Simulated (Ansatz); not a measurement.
## How far to go with the k-point mesh: a (001) slab of Ti3B4 (cut from a parent of space group no. 71; 14 atoms in the cell)

```
CELL_PARAMETERS angstrom
      3.02011     0.00000     0.00000
      0.00000     3.24352     0.00000
      0.00000     0.00000    25.89217
ATOMIC_POSITIONS crystal
  Ti 0.00000 0.50000 0.46593
  Ti 0.50000 0.00000 0.53407
  Ti 0.00000 0.00000 0.63186
  B  0.00000 0.50000 0.56236
  B  0.50000 0.00000 0.43765
  B  0.50000 0.50000 0.59793
  B  0.00000 0.00000 0.40207
  Ti 0.50000 0.00000 0.72965
  Ti 0.00000 0.50000 0.27035
  Ti 0.50000 0.50000 0.36814
  B  0.50000 0.00000 0.29863
  B  0.00000 0.50000 0.70137
  B  0.00000 0.00000 0.33421
  B  0.50000 0.50000 0.66579
```

Method: PBEsol, default PAW files made with PBE (plane waves; Ansatz, a program for electronic structure).

Base settings: basis.ecutwfc = 30.9 Ry; kpoints.mp_grid.grid = 5 5 1; hamiltonian.xc = pbesol; hamiltonian.pseudopotentials = {kind: paw} (the program's default PAW files); scf.occupations.method = gaussian; scf.occupations.width = 0.0073 Ry.

Only quantities that move along the ladder and can be compared are tabulated.

The count of work is k-points × plane waves × bands × iterations; it is no time. Core times come from one kind of shared machine, to one figure; runs under 30 s give none.

The starting cell comes from a database of computed structures (which also holds hypothetical and non-ambient phases and stackings), without a prior relaxation at this level. The slab is cut from that crystal, and its faces are unrelaxed. Its lattice was rescaled by up to half a per cent. Spin polarisation is off. Without a gap this mesh is coarse (it stands for a supercell whose shortest in-plane vector is 15 Å).

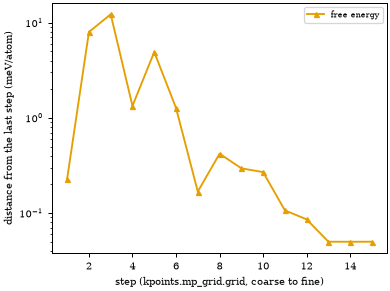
Distance from the last step along the ladder; very small values are drawn at a floor.

```tsv
kpoints.mp_grid.grid	free energy less the last step's (meV/atom)	largest difference of a force vector from the last step's (eV/Å)	count of work / last	core time / last (rough)
2 2 1	-0.23	1.591	0.025	–
3 2 1	-7.98	1.000	0.021	–
3 3 1	-12.26	0.268	0.019	–
4 4 1	-1.34	0.116	0.051	–
5 5 1	4.92	0.037	0.051	–
6 6 1	1.27	0.057	0.091	–
7 6 1	-0.17	0.046	0.084	–
8 7 1	-0.42	0.044	0.095	–
9 9 1	-0.30	0.016	0.12	–
11 10 1	-0.27	0.020	0.19	0.2
13 12 1	0.11	0.002	0.23	0.3
15 14 1	-0.09	0.004	0.30	0.4
17 16 1	0.03	0.003	0.39	0.4
20 19 1	-0.03	0.003	0.52	0.6
24 22 1	-0.02	0.001	0.74	0.7
28 26 1	0.00	0.000	1.0	1
```

Coarsest kpoints.mp_grid.grid that holds the free energy within 1 meV/atom of the last step, with all finer ones: 7 6 1, at 0.084 of the last step's count of work; the step before is off by 1.3 meV/atom.

Coarsest kpoints.mp_grid.grid that holds the forces within 0.01 eV/Å of the last step, with all finer ones: 13 12 1, at 0.23 of the last step's count of work and about 0.3 of the last step's time; the step before is off by 0.020 eV/Å.

Keys are those of Ansatz 0.2.
